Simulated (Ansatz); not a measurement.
**Si3NH9 (trisilylamine): r2SCAN/6-31G(d) (spherical functions)**

Aim: the energy change on altering one bond length of Si3NH9 (trisilylamine) at r2SCAN/6-31G* (spherical functions), from 2 runs. 

The calculation is run with Ansatz 0.2.0.

59 further runs of the same task are left out: 59 set aside as unsound or not needed.

## 1. The molecule

The species is Si3NH9 (13 atoms), meant as a singlet with charge 0. SMILES: `[SiH3]N([SiH3])[SiH3]`. The shape is that of a PBE0-D4/def2-TZVP optimisation.

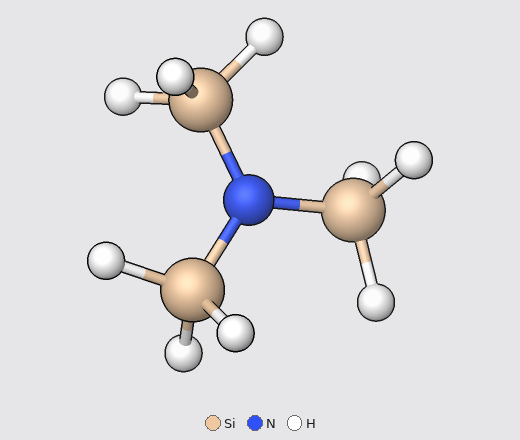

The structure, seen from a chosen angle (silicon light orange, nitrogen blue, hydrogen white).

## 2. The energy at r2SCAN/6-31G(d) (spherical functions)

File job.yaml:

```yaml
crystal:
  periodic: [false, false, false]
  atoms:
    - {symbol: Si, position_ang: [-0.519450, 1.440730, -0.815850]}
    - {symbol: "N", position_ang: [-0.000690, -0.000090, 0.000350]}
    - {symbol: Si, position_ang: [0.784860, 0.112060, 1.543580]}
    - {symbol: Si, position_ang: [-0.265590, -1.552910, -0.727470]}
    - {symbol: H, position_ang: [-1.148110, 1.019270, -2.096710]}
    - {symbol: H, position_ang: [-1.512750, 2.195720, -0.007190]}
    - {symbol: H, position_ang: [0.625850, 2.343510, -1.105390]}
    - {symbol: H, position_ang: [0.020170, -0.607680, 2.596110]}
    - {symbol: H, position_ang: [2.158120, -0.455830, 1.496860]}
    - {symbol: H, position_ang: [0.862760, 1.555850, 1.894200]}
    - {symbol: H, position_ang: [-1.713780, -1.813530, -0.940290]}
    - {symbol: H, position_ang: [0.285610, -2.575110, 0.202450]}
    - {symbol: H, position_ang: [0.422990, -1.661990, -2.040670]}
basis:
  gaussian:
    orbitals: 6-31G_st_-spherical.json
total_charge: 0
hamiltonian:
  xc: {name: r2SCAN}
accuracy: high
output: {orbitals: {seedname: orbitals}}
```

The basis set 6-31G* is read from a file made from the Basis Set Exchange's data (not shown).

Command:

```bash
$ ansatz run job.yaml --threads 1 --pin off --max-ram 3480MiB --events-out events.jsonl --progress --plain --runs-dir runs
```

The log of the run:

```text
Warning: RAYON_NUM_THREADS=1 ignored (pool sized by the plan → 1); use --threads N
Functional definition: r2SCAN
  name "r2SCAN"
  parameter k0 = 0.174
  parameter k1 = 0.065
  parameter a1 = 4.9479
  exchange = r2scan_x(k0 = k0, k1 = k1, a1 = a1)
  correlation = r2scan_c
2086 factors; integrals over basis functions are off by at most 3.8e-9 eV
mean field evaluation 1: about -25259.0890 eV, gradient 5.7e1 eV
mean field evaluation 2: about -25236.8107 eV, gradient 1.1e2 eV
mean field evaluation 4: about -25265.8563 eV, gradient 1.9e0 eV
mean field evaluation 8: about -25265.8494 eV, gradient 3.3e-2 eV
mean field evaluation 16: about -25265.8494 eV, gradient 4.0e-7 eV
mean field -25265.84936543 eV, -928.5028383717 hartree, gradient 5.0e-8 eV, S^2 0.000000; 0 other end points of the search recorded, 0 dependent functions left out
reference -25265.84936648 eV, -928.5028384104 hartree; 29, 29 occupied and 57, 57 virtual orbitals, 2086 factors
Total energy: -25265.84936648 eV, -928.5028384104 hartree
```

It took 16 s on 1 thread of Arm Neoverse V2, shared host; peak memory 0.33 GiB.

## 3. The distorted shape

File molecule.yaml:

```yaml
crystal:
  periodic: [false, false, false]
  atoms:
    - symbol: Si
      position_ang: [-0.205140, 1.651447, -0.175461]
    - symbol: "N"
      position_ang: [0.313620, 0.210627, 0.640739]
    - symbol: Si
      position_ang: [1.099170, 0.322777, 2.183969]
    - symbol: Si
      position_ang: [0.048720, -1.342193, -0.087081]
    - symbol: H
      position_ang: [-1.148110, 1.019270, -2.096710]
    - symbol: H
      position_ang: [-1.198440, 2.406437, 0.633199]
    - symbol: H
      position_ang: [0.940160, 2.554227, -0.465001]
    - symbol: H
      position_ang: [0.334480, -0.396963, 3.236499]
    - symbol: H
      position_ang: [2.472430, -0.245113, 2.137249]
    - symbol: H
      position_ang: [1.177070, 1.766567, 2.534589]
    - symbol: H
      position_ang: [-1.399470, -1.602813, -0.299901]
    - symbol: H
      position_ang: [0.599920, -2.364393, 0.842839]
    - symbol: H
      position_ang: [0.737300, -1.451273, -1.400281]
basis:
  gaussian: {orbitals: 6-31G_st_-spherical.json}
total_charge: 0
hamiltonian: {xc: {name: r2SCAN}}
accuracy: high
output: {orbitals: {seedname: orbitals}}
```

The basis set 6-31G* is read from a file made from the Basis Set Exchange's data (not shown).

Command:

```bash
$ ansatz run molecule.yaml --threads 1 --pin off --max-ram 3480MiB --events-out events.jsonl --progress --plain --runs-dir runs
```

The log of the run, cut to the lines that bear on the results:

```text
Warning: RAYON_NUM_THREADS=1 ignored (pool sized by the plan → 1); use --threads N
[... 7 set-up lines as earlier in the session ...]
2087 factors; integrals over basis functions are off by at most 3.7e-9 eV
mean field evaluation 1: about -25257.1149 eV, gradient 5.8e1 eV
mean field evaluation 2: about -25195.5634 eV, gradient 1.3e2 eV
mean field evaluation 4: about -25263.4953 eV, gradient 9.9e0 eV
mean field evaluation 8: about -25263.9106 eV, gradient 1.5e-1 eV
mean field evaluation 16: about -25263.9106 eV, gradient 1.2e-5 eV
mean field -25263.91063545 eV, -928.4315913591 hartree, gradient 7.3e-8 eV, S^2 0.000000; 0 other end points of the search recorded, 0 dependent functions left out
reference -25263.91063650 eV, -928.4315913978 hartree; 29, 29 occupied and 57, 57 virtual orbitals, 2087 factors
Total energy: -25263.91063650 eV, -928.4315913978 hartree
```

Wall time 16 s (1 thread of Arm Neoverse V2, shared host); peak memory 0.33 GiB.

## 4. Summary of results

Level: r2SCAN/6-31G* (spherical functions).

| quantity | value |
| --- | --- |
| first shape: total energy | -928.50284 Eh |
| first shape: HOMO energy | -6.49 eV |
| first shape: LUMO energy | -0.51 eV |
| first shape: HOMO–LUMO gap | 5.98 eV |
| distorted shape: total energy | -928.43159 Eh |
| distorted shape: HOMO energy | -6.71 eV |
| distorted shape: LUMO energy | -1.84 eV |
| distorted shape: HOMO–LUMO gap | 4.87 eV |
| energy change with the Si1–H5 bond stretched from 1.488 to 2.232 Å | 1.939 eV |

**Reading.** With the Si1–H5 bond stretched from 1.488 to 2.232 Å the energy rises by 1.94 eV (187 kJ/mol). The first shape isn't relaxed at this level, so the change isn't measured from a minimum.
